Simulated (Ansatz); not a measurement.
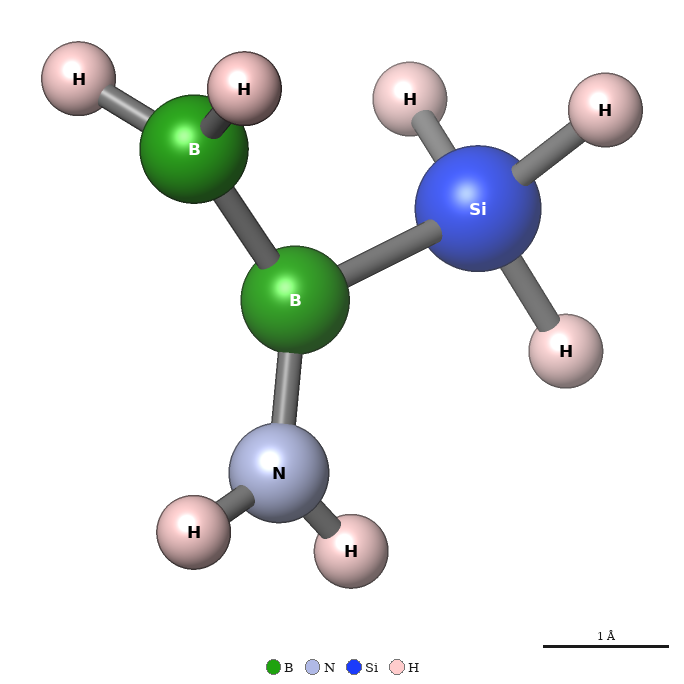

Atoms fade into the background with distance from the viewer. Computed geometry: PBE0-D4/def2-TZVP optimisation. Masses are those of the most abundant isotopes; constants are for the rigid equilibrium geometry.

**What kind of rotor is it, and what are its rotational constants in GHz?**

An asymmetric top (Cs): A = 7.10, B = 4.04, C = 2.71 GHz. Ray's parameter κ is −0.39, nearer the prolate limit.
